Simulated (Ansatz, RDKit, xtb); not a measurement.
# C4H2FN3: which of the isomers drawn lies lowest?, part 2 of 2

Which of a sample of isomers of C4H2FN3 is the most stable in the gas at 298.15 K, and what are its properties? The sample is small against all isomers, and the most stable one of this formula need not be in it.

xtb, Ansatz and PySCF; isolated molecules.

### Step 7. Harmonic analysis of the finalists

The lowest few go on as finalists. In this search the thermal terms come from GFN2-xTB at its own nearest minimum. The first, c075a:

Contents of start.xyz:

```xyz
10
c075a
C     -0.924166     0.861642    -4.284964
C     -0.814092     0.542378    -3.120443
C     -0.666904     0.207282    -1.747773
C     -0.118834     0.986930    -0.693262
F      0.374882     2.202095    -0.769035
N     -1.042210    -0.961199    -1.200676
N     -0.721285    -0.830651     0.068995
N     -0.162518     0.316785     0.438856
H     -1.024705     1.137990    -5.317990
H     -0.892381    -1.573519     0.738697
```

Command:

```sh
$ xtb start.xyz --gfn 2 --ohess tight
```

Log, shortened:

```text
* xtb version 6.7.1
[...]
          :  # basis functions                  34          :
[...]
          :  # electrons                        40          :
[...]
          :  Hamiltonian                  GFN2-xTB          :
[...]
          :  net charge                          0          :
          :  unpaired electrons                  0          :
[...]
   *** convergence criteria satisfied after 12 iterations ***
[...]
   *** GEOMETRY OPTIMIZATION CONVERGED AFTER 6 ITERATIONS ***
[...]
   *** convergence criteria satisfied after 3 iterations ***
[...]
         ::                     SUMMARY                     ::
         :::::::::::::::::::::::::::::::::::::::::::::::::::::
         :: total energy             -22.980295483746 Eh    ::
         :: gradient norm              0.000279040354 Eh/a0 ::
         :: HOMO-LUMO gap              3.901154593970 eV    ::
         ::.................................................::
         :: SCC energy               -23.293327657964 Eh    ::
         :: -> isotropic ES            0.023457343597 Eh    ::
         :: -> anisotropic ES          0.003011275758 Eh    ::
         :: -> anisotropic XC          0.019067784707 Eh    ::
         :: -> dispersion             -0.007101113751 Eh    ::
         :: repulsion energy           0.313032174218 Eh    ::
         :: add. restraining           0.000000000000 Eh    ::
         :: total charge              -0.000000000000 e     ::
         :::::::::::::::::::::::::::::::::::::::::::::::::::::
[...]
        20        2.0000           -0.4170894             -11.3496 (HOMO)
        21                         -0.2737246              -7.4484 (LUMO)
[...]
molecular dipole:
                 x           y           z       tot (Debye)
 q only:       -0.329      -0.787       0.005
   full:       -0.307      -0.709      -0.046       1.967
molecular quadrupole (traceless):
[...]
          | TOTAL ENERGY              -22.980295483744 Eh   |
          | TOTAL ENTHALPY            -22.914223427624 Eh   |
          | TOTAL FREE ENERGY         -22.952709969319 Eh   |
          | GRADIENT NORM               0.000279050489 Eh/α |
[...]
```

It took 0.6 s on 2 threads of Intel Xeon at 2.50GHz (Skylake/Cascade Lake), shared host; peak memory 0.11 GiB.

### Step 8. Zero-point energy and free-energy terms

As xtb prints them, at 298.15 K, with its own treatment of low modes:

| label | SMILES | spin | lowest mode (cm⁻¹) | zero-point (kcal/mol) | G − E (kcal/mol) |
| --- | --- | --- | --- | --- | --- |
| c075a | C#Cc1n[nH]nc1F | singlet | 117 | 36.7 | 17.3 |
| c156a | C#Cc1[nH]nnc1F | singlet | 117 | 36.6 | 17.1 |
| c484a | C#Cc1nn[nH]c1F | singlet | 118 | 36.4 | 17.0 |

### Step 9. Energies at the top level

Single points at CCSD(T)/def2-SVP + MP2/def2-TZVPP - MP2/def2-SVP on the refined geometries decide the order.

c075a, CCSD(T)/def2-SVP:

Contents of input.yaml:

```yaml
crystal:
  periodic: [false, false, false]
  atoms:
    - {symbol: C, position_ang: [-0.924166, 0.861642, -4.284964]}
    - {symbol: C, position_ang: [-0.814092, 0.542378, -3.120443]}
    - {symbol: C, position_ang: [-0.666904, 0.207282, -1.747773]}
    - {symbol: C, position_ang: [-0.118834, 0.986930, -0.693262]}
    - {symbol: F, position_ang: [0.374882, 2.202095, -0.769035]}
    - {symbol: N, position_ang: [-1.042210, -0.961199, -1.200676]}
    - {symbol: "N", position_ang: [-0.721285, -0.830651, 0.068995]}
    - {symbol: "N", position_ang: [-0.162518, 0.316785, 0.438856]}
    - {symbol: H, position_ang: [-1.024705, 1.137990, -5.317990]}
    - {symbol: H, position_ang: [-0.892381, -1.573519, 0.738697]}
basis:
  gaussian:
    orbitals: def2-SVP
correlation:
  method: ccsd_t
  frozen_orbitals: {C: 1, "N": 1, F: 1, H: 0}
```

Command:

```sh
$ ansatz run input.yaml --threads 2 --pin off --max-ram 5220MiB --events-out events.jsonl --progress --plain --runs-dir runs
```

Log, shortened:

```text
Warning: RAYON_NUM_THREADS=2 ignored (pool sized by the plan → 2); use --threads N
Functional definition: HF
  name "HF"
[...]
1250 factors; integrals over basis functions are off by at most 1.3e-3 eV
[...]
mean field -11291.84749148 eV, -414.9677414227 hartree, gradient 2.2e-6 eV, S^2 0.000000; 0 other end points of the search recorded, 0 dependent functions left out; unrestricted orbitals would lower it
8 core orbitals not correlated: weight in the atoms' cores, before any rotation towards them, 1.000 or more for the frozen orbitals, at most 0.000 for the correlated occupied ones
reference -11291.84749148 eV, -414.9677414227 hartree; 20, 20 occupied and 94, 94 virtual orbitals, 1250 factors
second order -31.97272007 eV of doubles, -0.00000000 eV of singles
cycle   1  -31.21450667 eV  change    7.6e-1 eV  update   1.4e-1
[...]
cycle  10  -32.35756343 eV  change    9.4e-6 eV  update   2.4e-5
perturbative correction -1.35478863 eV, -0.0497875638 hartree
Total energy: -11325.55984354 eV, -416.2066475099 hartree
```

Run time: 53 s. Hardware: 2 threads of Intel Xeon at 2.50GHz (Skylake/Cascade Lake), shared host; peak memory 0.83 GiB.

### Step 10. c075a at MP2/def2-TZVPP

Contents of input.yaml:

```yaml
crystal:
  periodic: [false, false, false]
  atoms:
    - symbol: C
      position_ang: [-0.924166, 0.861642, -4.284964]
    - symbol: C
      position_ang: [-0.814092, 0.542378, -3.120443]
    - symbol: C
      position_ang: [-0.666904, 0.207282, -1.747773]
    - symbol: C
      position_ang: [-0.118834, 0.986930, -0.693262]
    - symbol: F
      position_ang: [0.374882, 2.202095, -0.769035]
    - symbol: N
      position_ang: [-1.042210, -0.961199, -1.200676]
    - symbol: "N"
      position_ang: [-0.721285, -0.830651, 0.068995]
    - symbol: "N"
      position_ang: [-0.162518, 0.316785, 0.438856]
    - symbol: H
      position_ang: [-1.024705, 1.137990, -5.317990]
    - symbol: H
      position_ang: [-0.892381, -1.573519, 0.738697]
basis:
  gaussian:
    orbitals: def2-TZVPP
correlation:
  method: mp2
  frozen_orbitals: {C: 1, "N": 1, F: 1, H: 0}
```

Command:

```sh
$ ansatz run input.yaml --threads 2 --pin off --max-ram 5220MiB --events-out events.jsonl --progress --plain --runs-dir runs
```

Log:

```text
Warning: RAYON_NUM_THREADS=2 ignored (pool sized by the plan → 2); use --threads N
[... 2 set-up lines as earlier in the session ...]
  exchange = exact_x
  correlation = 0
1758 factors; integrals over basis functions are off by at most 9.2e-4 eV
mean field evaluation 1: about -11300.5245 eV, gradient 3.9e1 eV
mean field evaluation 2: about -11301.0905 eV, gradient 3.9e1 eV
mean field evaluation 4: about -11305.0236 eV, gradient 5.4e0 eV
mean field evaluation 8: about -11305.1180 eV, gradient 5.0e-1 eV
mean field evaluation 16: about -11305.1197 eV, gradient 2.5e-6 eV
mean field -11305.11968986 eV, -415.4554857169 hartree, gradient 2.5e-6 eV, S^2 0.000000; 0 other end points of the search recorded, 0 dependent functions left out; unrestricted orbitals would lower it
8 core orbitals not correlated: weight in the atoms' cores, before any rotation towards them, 1.000 or more for the frozen orbitals, at most 0.000 for the correlated occupied ones
reference -11305.11968986 eV, -415.4554857169 hartree; 20, 20 occupied and 248, 248 virtual orbitals, 1758 factors
second order -39.49916690 eV of doubles, -0.00000000 eV of singles
Total energy: -11344.61885676 eV, -416.9070533270 hartree
```

Run time: 30 s. Hardware: 2 threads of Intel Xeon at 2.50GHz (Skylake/Cascade Lake), shared host; peak memory 0.79 GiB.

### Step 11. c156a at CCSD(T)/def2-SVP

Contents of input.yaml:

```yaml
crystal:
  periodic: [false, false, false]
  atoms:
    - {symbol: C, position_ang: [-1.497424, 0.389577, -4.006763]}
    - {symbol: C, position_ang: [-1.077105, 0.346526, -2.868707]}
    - {symbol: C, position_ang: [-0.589840, 0.301690, -1.544539]}
    - {symbol: C, position_ang: [-0.545388, 1.237319, -0.513341]}
    - {symbol: F, position_ang: [-0.983068, 2.475876, -0.542007]}
    - {symbol: "N", position_ang: [-0.001893, -0.782357, -0.944401]}
    - {symbol: "N", position_ang: [0.357382, -0.526740, 0.311706]}
    - {symbol: "N", position_ang: [0.025611, 0.707220, 0.575885]}
    - {symbol: H, position_ang: [-1.870745, 0.432205, -5.013307]}
    - {symbol: H, position_ang: [0.170093, -1.697954, -1.348706]}
basis:
  gaussian: {orbitals: def2-SVP}
correlation: {method: ccsd_t, frozen_orbitals: {C: 1, "N": 1, F: 1, H: 0}}
```

Command:

```sh
$ ansatz run input.yaml --threads 2 --pin off --max-ram 5220MiB --events-out events.jsonl --progress --plain --runs-dir runs
```

Log, shortened:

```text
Warning: RAYON_NUM_THREADS=2 ignored (pool sized by the plan → 2); use --threads N
[... 2 set-up lines as earlier in the session ...]
[...]
1249 factors; integrals over basis functions are off by at most 1.3e-3 eV
[...]
mean field -11291.58742787 eV, -414.9581842612 hartree, gradient 1.7e-6 eV, S^2 0.000000; 0 other end points of the search recorded, 0 dependent functions left out; unrestricted orbitals would lower it
8 core orbitals not correlated: weight in the atoms' cores, before any rotation towards them, 1.000 or more for the frozen orbitals, at most 0.000 for the correlated occupied ones
reference -11291.58742787 eV, -414.9581842612 hartree; 20, 20 occupied and 94, 94 virtual orbitals, 1249 factors
second order -32.03447560 eV of doubles, -0.00000000 eV of singles
cycle   1  -31.23959733 eV  change    7.9e-1 eV  update   1.5e-1
[...]
cycle  10  -32.40206314 eV  change    5.5e-6 eV  update   2.9e-5
perturbative correction -1.37585941 eV, -0.0505619005 hartree
Total energy: -11325.36535041 eV, -416.1995000193 hartree
```

Wall time 52 s (2 threads of Intel Xeon at 2.50GHz (Skylake/Cascade Lake), shared host); peak memory 0.83 GiB.

For c075a, c156a, c484a the log finds that unrestricted Hartree-Fock orbitals lie lower, a sign to watch the closed-shell reference there.

### Step 12. Putting it together

Energies in kcal/mol from c075a; G adds the thermal terms to the CCSD(T)/def2-SVP + MP2/def2-TZVPP - MP2/def2-SVP energy. The columns left of the relaxed level are at the tight-binding geometries.

| label | SMILES | spin | GFN2-xTB | HF/STO-3G | r2SCAN-D4/def2-SVP | B3LYP/def2-SVP | HF/def2-SVP | MP2/def2-SVP | CCSD(T)/def2-SVP + MP2/def2-TZVPP - MP2/def2-SVP | G | share at equilibrium | T1 |
| --- | --- | --- | --- | --- | --- | --- | --- | --- | --- | --- | --- | --- |
| c075a | C#Cc1n[nH]nc1F | singlet | 0.0 | 0.0 | 0.0 | 0.0 | 0.0 | 0.0 | 0.0 | 0.0 | 99.6 % | 0.013 |
| c156a | C#Cc1[nH]nnc1F | singlet | 1.6 | 2.7 | 3.9 | 4.1 | 6.0 | 4.6 | 3.5 | 3.3 | 0.4 % | 0.013 |
| c484a | C#Cc1nn[nH]c1F | singlet | 4.7 | 2.5 | 9.7 | 8.9 | 9.0 | 9.9 | 7.8 | 7.5 | < 0.1 % | 0.013 |

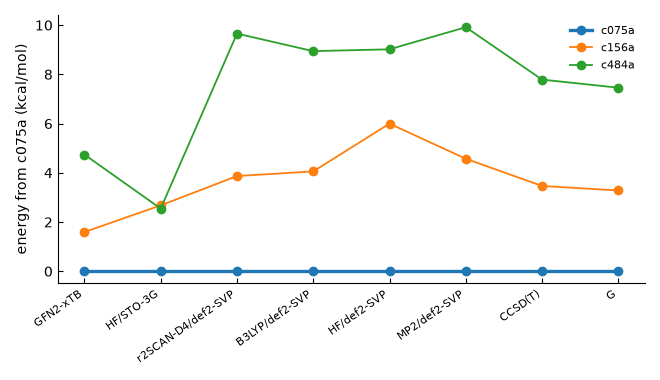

The finalists at each level, measured from c075a.

Lowest found: c075a, `C#Cc1n[nH]nc1F`, a singlet. Bond lengths: C1–C2 1.212 Å, C2–C3 1.421 Å, C3–C4 1.421 Å, C4–F5 1.314 Å, C3–N6 1.344 Å, N6–N7 1.316 Å, C4–N8 1.316 Å, N7–N8 1.329 Å, C1–H9 1.074 Å, N7–H10 1.015 Å. Some angles: C1–C2–C3 178.2°, C2–C3–C4 128.9°, C2–C3–N6 124.7°, C4–C3–N6 106.4°, C3–C4–F5 127.5°, C3–C4–N8 110.2°, F5–C4–N8 122.2°, C3–N6–N7 103.8°, N6–N7–N8 117.2°, C4–N8–N7 102.4°.

```xyz
10

C    -0.9242    0.8616   -4.2850
C    -0.8141    0.5424   -3.1204
C    -0.6669    0.2073   -1.7478
C    -0.1188    0.9869   -0.6933
F     0.3749    2.2021   -0.7690
N    -1.0422   -0.9612   -1.2007
N    -0.7213   -0.8307    0.0690
N    -0.1625    0.3168    0.4389
H    -1.0247    1.1380   -5.3180
H    -0.8924   -1.5735    0.7387
```

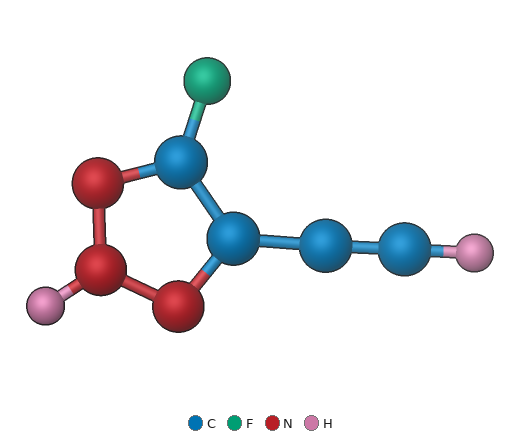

The lowest structure found, seen from a chosen angle (carbon blue, fluorine teal, nitrogen red, hydrogen pink).

### Step 13. Summary of results

The summary covers parts 1 to 2.

```
                                 quantity                                                                                                               value
                   lowest structure found                                                                                             C#Cc1n[nH]nc1F, singlet
                            next finalist                                                                   C#Cc1[nH]nnc1F, singlet, 3.3 kcal/mol higher in G
share at equilibrium, among the finalists                                                                                                              99.6 %
                                   funnel  3 starts, 3 minima at GFN2-xTB from these starts (6 with those found later), 6 screening runs, 3 relaxed, 3 ranked
                     CPU time of all runs                                                                                                              15 min
```

What this shows: `C#Cc1n[nH]nc1F` comes out lowest. The margin of 3.3 kcal/mol over the next finalist is beyond the usual error of the last level; it says nothing of structures that weren't ranked. GFN2-xTB, HF/STO-3G, r2SCAN-D4/def2-SVP, B3LYP/def2-SVP, HF/def2-SVP and MP2/def2-SVP already put its bonding pattern lowest among the structures in one piece. The largest share of the time went into the final energies (53 % of the CPU time that the search's summary counts). Lowest found is not proven lowest: the search is finite, and each finalist counts with one conformer. Only 3 drawn patterns were tried, so whole families of isomers are missing, and the result ranks this sample alone. The lowest isomer need not be the one that is made and kept in a bottle, which depends on barriers.
